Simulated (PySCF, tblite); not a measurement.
# C7H10Si: a rotation path, then NMR shifts on frames, part 2 of 2

tblite 0.8.0 and PySCF 2.14.0. Atoms count from 0. Earlier steps stand in the parts before.

### Step 5. Shielding tensors: image 5, PBE0/pcSseg-1

Job settings and geometry (Å):

```
{"job": {"kind": "nmr", "xc": "PBE0", "basis": "pcSseg-1", "pop": false}, "charge": 0, "multiplicity": 1}
C      2.901500     1.041000    -0.494000
C      2.085700     0.467500     0.369200
C      1.248200    -0.738900     0.075800
C     -0.220300    -0.420700     0.095500
C     -0.790700     0.541700     0.836900
C     -2.226300     0.712700     0.692500
C     -2.843100    -0.090400    -0.182900
Si    -1.571400    -1.242400    -0.957200
H      3.455300     1.932400    -0.250500
H      3.054200     0.641600    -1.483400
H      1.964900     0.888500     1.358200
H      1.451900    -1.513100     0.826300
H      1.515300    -1.152600    -0.899700
H     -0.258900     1.192600     1.514900
H     -2.723500     1.472000     1.281000
H     -3.904200    -0.041700    -0.360400
H     -1.803000    -2.655800    -0.652800
H     -1.344500    -1.028200    -2.387600
```

With the program's defaults for keys left out, this is: GIAO PBE0/pcSseg-1 NMR shielding, non-relativistic, gas phase.

Standard output:

```text
coarse grid: 15432 points
cycle   1  E = -561.5760104699  dE =  1.049e+00  |g| = 4.564e-01  |ddm| = 3.954e+00
cycle   2  E = -561.5661410181  dE =  9.869e-03  |g| = 4.985e-01  |ddm| = 9.725e-01
cycle   3  E = -561.6342360893  dE = -6.810e-02  |g| = 4.281e-02  |ddm| = 5.467e-01
cycle   4  E = -561.6344524121  dE = -2.163e-04  |g| = 3.295e-02  |ddm| = 7.201e-02
cycle   5  E = -561.6347251325  dE = -2.727e-04  |g| = 9.160e-03  |ddm| = 3.604e-02
cycle   6  E = -561.6347467877  dE = -2.166e-05  |g| = 2.452e-03  |ddm| = 1.147e-02
cycle   7  E = -561.6347482735  dE = -1.486e-06  |g| = 5.211e-04  |ddm| = 2.378e-03
final grid: 144104 points
cycle   8  E = -561.6837898305  dE = -3.550e-05  |g| = 7.682e-03  |ddm| = 3.440e-02
cycle   9  E = -561.6837866212  dE =  3.209e-06  |g| = 8.388e-03  |ddm| = 1.551e-02
cycle  10  E = -561.6838059474  dE = -1.933e-05  |g| = 9.009e-04  |ddm| = 8.939e-03
cycle  11  E = -561.6838061411  dE = -1.936e-07  |g| = 3.619e-04  |ddm| = 1.310e-03
cycle  12  E = -561.6838061736  dE = -3.248e-08  |g| = 7.565e-05  |ddm| = 3.344e-04
cycle  13  E = -561.6838061749  dE = -1.305e-09  |g| = 2.301e-05  |ddm| = 9.263e-05
cycle  14  E = -561.6838061750  dE = -1.312e-10  |g| = 3.381e-06  |ddm| = 2.617e-05
converged SCF energy = -561.6838061750

GIAO shielding tensors (ppm)
atom      isotropic    diamagn.    paramagn.     s11        s22        s33       span
  0 C       66.567     253.237    -186.670    -42.424     84.681    157.444    199.868
  1 C       41.344     257.497    -216.153    -83.330     45.724    161.639    244.969
  2 C      146.498     245.157     -98.660    137.021    140.724    161.748     24.727
  3 C       31.767     263.001    -231.234    -65.841      7.182    153.961    219.801
  4 C       38.653     254.542    -215.889    -72.605     44.520    144.043    216.649
  5 C       29.272     254.529    -225.258    -88.984     37.289    139.510    228.494
  6 C       57.562     261.839    -204.277    -48.635     51.814    169.508    218.143
  7 Si     394.396     882.597    -488.201    327.029    397.481    458.680    131.651
  8 H       26.422      28.855      -2.433     23.763     25.286     30.216      6.453
  9 H       26.404      31.352      -4.948     23.349     25.549     30.314      6.965
 10 H       25.017      32.668      -7.651     23.055     23.809     28.189      5.134
 11 H       28.315      29.448      -1.133     25.062     26.937     32.946      7.884
 12 H       28.737      32.188      -3.451     24.143     30.147     31.921      7.778
 13 H       24.736      34.844     -10.108     22.036     22.999     29.175      7.140
 14 H       24.440      30.595      -6.155     22.539     23.427     27.353      4.814
 15 H       25.728      29.589      -3.861     24.981     25.571     26.633      1.652
 16 H       27.095      29.311      -2.217     23.949     25.240     32.095      8.146
 17 H       27.208      29.847      -2.639     23.894     25.540     32.190      8.295
```

Wall time 42 s (1 thread of Arm Neoverse N1, shared host); peak memory 0.95 GiB.

In short: δ C5 157.7, C3 155.2, C4 148.3, C1 145.6, H14 7.28, H13 6.98 ppm.

### Step 6. NMR shieldings: image 6, PBE0/pcSseg-1

Job settings and geometry (Å):

```
{"job": {"kind": "nmr", "xc": "PBE0", "basis": "pcSseg-1", "pop": false}, "charge": 0, "multiplicity": 1}
C      2.912100     1.101200    -0.342400
C      2.099400     0.400600     0.424900
C      1.246300    -0.733000    -0.052300
C     -0.219500    -0.415100     0.020400
C     -0.750800     0.619200     0.689900
C     -2.194000     0.772200     0.618800
C     -2.856100    -0.113900    -0.134600
Si    -1.624900    -1.335200    -0.867900
H      3.477100     1.937300     0.034800
H      3.050600     0.866500    -1.385300
H      1.990500     0.653000     1.471700
H      1.443600    -1.621500     0.560500
H      1.503600    -0.989800    -1.083700
H     -0.180400     1.338200     1.258800
H     -2.660000     1.582800     1.162600
H     -3.926400    -0.084900    -0.251900
H     -1.832300    -2.713000    -0.418600
H     -1.487600    -1.258400    -2.323900
```

Level: GIAO PBE0/pcSseg-1 NMR shielding, non-relativistic, gas phase.

Standard output:

```text
coarse grid: 15432 points
cycle   1  E = -561.5775231679  dE =  1.050e+00  |g| = 4.561e-01  |ddm| = 3.963e+00
cycle   2  E = -561.5671817759  dE =  1.034e-02  |g| = 4.995e-01  |ddm| = 9.771e-01
cycle   3  E = -561.6356772625  dE = -6.850e-02  |g| = 4.304e-02  |ddm| = 5.535e-01
cycle   4  E = -561.6358961159  dE = -2.189e-04  |g| = 3.340e-02  |ddm| = 7.477e-02
cycle   5  E = -561.6361776256  dE = -2.815e-04  |g| = 9.238e-03  |ddm| = 3.657e-02
cycle   6  E = -561.6361993606  dE = -2.174e-05  |g| = 2.486e-03  |ddm| = 1.137e-02
cycle   7  E = -561.6362008853  dE = -1.525e-06  |g| = 5.450e-04  |ddm| = 2.442e-03
final grid: 144104 points
cycle   8  E = -561.6850058914  dE = -3.952e-05  |g| = 7.672e-03  |ddm| = 3.915e-02
cycle   9  E = -561.6850027028  dE =  3.189e-06  |g| = 8.365e-03  |ddm| = 1.551e-02
cycle  10  E = -561.6850218532  dE = -1.915e-05  |g| = 9.746e-04  |ddm| = 8.894e-03
cycle  11  E = -561.6850220815  dE = -2.283e-07  |g| = 3.733e-04  |ddm| = 1.396e-03
cycle  12  E = -561.6850221157  dE = -3.427e-08  |g| = 7.817e-05  |ddm| = 3.467e-04
cycle  13  E = -561.6850221171  dE = -1.334e-09  |g| = 2.586e-05  |ddm| = 9.483e-05
cycle  14  E = -561.6850221172  dE = -1.609e-10  |g| = 6.675e-06  |ddm| = 2.941e-05
converged SCF energy = -561.6850221172

GIAO shielding tensors (ppm)
atom      isotropic    diamagn.    paramagn.     s11        s22        s33       span
  0 C       65.246     253.436    -188.189    -45.134     83.252    157.620    202.754
  1 C       40.986     257.395    -216.409    -83.606     44.522    162.041    245.647
  2 C      145.175     245.851    -100.676    133.869    141.259    160.397     26.528
  3 C       31.527     262.956    -231.430    -64.807      6.099    153.288    218.095
  4 C       39.098     254.583    -215.485    -68.698     43.263    142.728    211.426
  5 C       29.455     254.457    -225.002    -88.855     37.391    139.829    228.684
  6 C       56.950     261.868    -204.918    -50.714     52.920    168.643    219.357
  7 Si     394.748     882.522    -487.774    328.793    397.845    457.606    128.813
  8 H       26.336      28.853      -2.517     23.510     25.356     30.142      6.632
  9 H       26.333      31.397      -5.064     23.214     25.499     30.287      7.072
 10 H       25.056      32.511      -7.455     22.916     24.344     27.908      4.992
 11 H       28.349      29.604      -1.255     24.577     27.604     32.867      8.290
 12 H       28.666      31.982      -3.315     24.080     29.835     32.083      8.002
 13 H       24.833      35.040     -10.207     22.426     22.848     29.226      6.800
 14 H       24.466      30.643      -6.176     22.615     23.426     27.358      4.743
 15 H       25.671      29.552      -3.881     25.022     25.347     26.645      1.623
 16 H       27.109      29.306      -2.196     23.956     25.253     32.119      8.163
 17 H       27.189      29.702      -2.513     23.874     25.486     32.208      8.334
```

Run time: 42 s. Hardware: 1 thread of Arm Neoverse N1, shared host; peak memory 0.91 GiB.

Key values: δ C5 157.5, C3 155.4, C4 147.8, C1 145.9, H14 7.25, H13 6.88 ppm.

### Step 7. NMR shieldings: image 8, PBE0/pcSseg-1

Job settings and geometry (Å):

```
{"job": {"kind": "nmr", "xc": "PBE0", "basis": "pcSseg-1", "pop": false}, "charge": 0, "multiplicity": 1}
C      2.938100     1.132800    -0.059300
C      2.119000     0.250000     0.480200
C      1.227800    -0.664800    -0.298500
C     -0.228700    -0.355200    -0.129000
C     -0.725300     0.764900     0.416300
C     -2.175700     0.869300     0.469300
C     -2.870600    -0.160300    -0.030600
Si    -1.671300    -1.460500    -0.673400
H      3.557300     1.780600     0.538200
H      3.024800     1.243400    -1.128200
H      2.042000     0.160400     1.556400
H      1.401500    -1.698900     0.018400
H      1.474000    -0.606700    -1.363700
H     -0.117200     1.570300     0.804200
H     -2.628000     1.752600     0.900200
H     -3.947400    -0.180000    -0.042500
H     -1.711400    -2.734800     0.047300
H     -1.717800    -1.656700    -2.123600
```

Level: GIAO PBE0/pcSseg-1 NMR shielding, non-relativistic, gas phase.

Standard output:

```text
coarse grid: 15432 points
cycle   1  E = -561.5797874002  dE =  1.048e+00  |g| = 4.552e-01  |ddm| = 3.955e+00
cycle   2  E = -561.5693224537  dE =  1.046e-02  |g| = 4.990e-01  |ddm| = 9.706e-01
cycle   3  E = -561.6377509236  dE = -6.843e-02  |g| = 4.204e-02  |ddm| = 5.522e-01
cycle   4  E = -561.6379842913  dE = -2.334e-04  |g| = 3.120e-02  |ddm| = 7.254e-02
cycle   5  E = -561.6382263738  dE = -2.421e-04  |g| = 8.840e-03  |ddm| = 3.395e-02
cycle   6  E = -561.6382462896  dE = -1.992e-05  |g| = 2.489e-03  |ddm| = 1.115e-02
cycle   7  E = -561.6382478434  dE = -1.554e-06  |g| = 4.892e-04  |ddm| = 2.478e-03
final grid: 144104 points
cycle   8  E = -561.6868572786  dE = -3.719e-05  |g| = 7.629e-03  |ddm| = 3.675e-02
cycle   9  E = -561.6868544348  dE =  2.844e-06  |g| = 8.259e-03  |ddm| = 1.523e-02
cycle  10  E = -561.6868731700  dE = -1.874e-05  |g| = 8.840e-04  |ddm| = 8.718e-03
cycle  11  E = -561.6868733539  dE = -1.838e-07  |g| = 3.679e-04  |ddm| = 1.339e-03
cycle  12  E = -561.6868733875  dE = -3.369e-08  |g| = 7.671e-05  |ddm| = 3.388e-04
cycle  13  E = -561.6868733889  dE = -1.314e-09  |g| = 2.422e-05  |ddm| = 9.345e-05
cycle  14  E = -561.6868733890  dE = -1.470e-10  |g| = 4.741e-06  |ddm| = 2.733e-05
converged SCF energy = -561.6868733890

GIAO shielding tensors (ppm)
atom      isotropic    diamagn.    paramagn.     s11        s22        s33       span
  0 C       63.231     253.522    -190.291    -50.152     82.451    157.394    207.546
  1 C       40.922     257.028    -216.106    -81.947     46.030    158.684    240.631
  2 C      144.088     245.950    -101.862    131.371    140.553    160.340     28.968
  3 C       32.162     262.898    -230.736    -64.243      5.329    155.400    219.643
  4 C       38.615     254.192    -215.577    -68.413     43.894    140.364    208.777
  5 C       29.112     254.315    -225.202    -89.475     36.923    139.889    229.364
  6 C       56.159     261.625    -205.466    -51.317     52.224    167.571    218.888
  7 Si     395.776     882.622    -486.846    331.858    397.625    457.845    125.988
  8 H       26.248      28.805      -2.557     23.110     25.539     30.095      6.985
  9 H       26.297      31.377      -5.080     22.783     25.689     30.418      7.635
 10 H       25.438      32.213      -6.775     22.936     25.528     27.849      4.912
 11 H       28.345      30.362      -2.017     23.499     28.832     32.705      9.206
 12 H       28.586      31.493      -2.907     24.455     28.799     32.504      8.049
 13 H       24.864      34.796      -9.932     22.350     23.120     29.122      6.771
 14 H       24.449      30.617      -6.169     22.573     23.418     27.355      4.782
 15 H       25.638      29.478      -3.839     25.006     25.297     26.612      1.606
 16 H       27.194      29.479      -2.285     23.985     25.339     32.257      8.272
 17 H       27.142      29.504      -2.363     23.860     25.404     32.161      8.301
```

It took 42 s on 1 thread of Arm Neoverse N1, shared host; peak memory 0.91 GiB.

In short: δ C5 157.8, C3 154.8, C4 148.3, C1 146.0, H14 7.27, H13 6.85 ppm.

### Step 8. Comparing the runs: NMR shifts

Shifts (ppm) of some atoms, chosen among heavy atoms and hydrogens apart, with basis size and wall time:

```tsv
frame	C1	C6	C0	C2	H10	H8	Si7	functions	time
image 0	149.5	133.2	120.5	45.8	5.96	5.21	-50.1	193	43 s
image 2	148.5	130.8	119.6	41.9	5.97	5.15	-48.8	193	43 s
image 5	145.6	129.4	120.4	40.4	6.70	5.30	-45.2	193	42 s
image 6	145.9	130.0	121.7	41.7	6.66	5.38	-45.6	193	42 s
image 8	146.0	130.8	123.7	42.8	6.28	5.47	-46.6	193	42 s
```

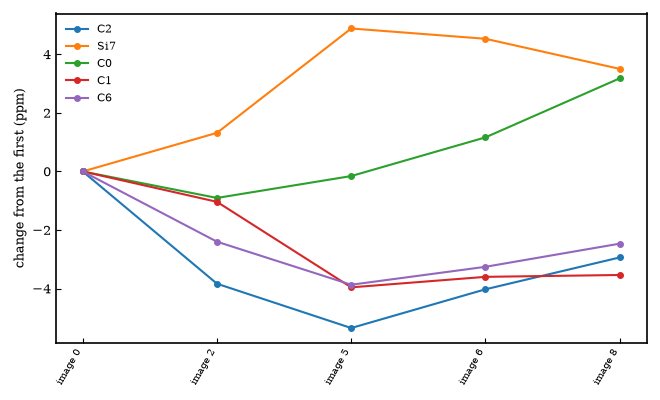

How five of the tabulated atoms move from run to run.

### Step 9. Summary of results

The summary covers parts 1 to 2.

```
                                        quantity                                                           value
                                         barrier                              0.073 eV (1.7 kcal/mol) at image 5
                           end to end (GFN2-xTB)                                                        0.028 eV
 13C shifts against TMS (PBE0/pcSseg-1, image 0)              157.1, 155.1, 149.5, 149.3, 133.2, 120.5, 45.8 ppm
  1H shifts against TMS (PBE0/pcSseg-1, image 0)  7.20, 6.87, 6.11, 5.96, 5.41, 5.21, 4.62, 4.47, 3.34, 3.15 ppm
29Si shifts against TMS (PBE0/pcSseg-1, image 0)                                                       -50.1 ppm
                        range of the shift of C2                                                40.4 to 45.8 ppm
```

In words: Along the band the dihedral turns by 122°, and the top (dihedral 148°) lies 1.7 kcal/mol above the start (GFN2-xTB, rough), so at room temperature this motion is fast. Ends this close can change order at a higher level. The top was not checked by a frequency run. Shifts at one fixed geometry are not the observed spectrum, which averages over the motion. Across the 5 runs the shift of C2 moves most, between 40.4 (image 5) and 45.8 ppm (image 0).
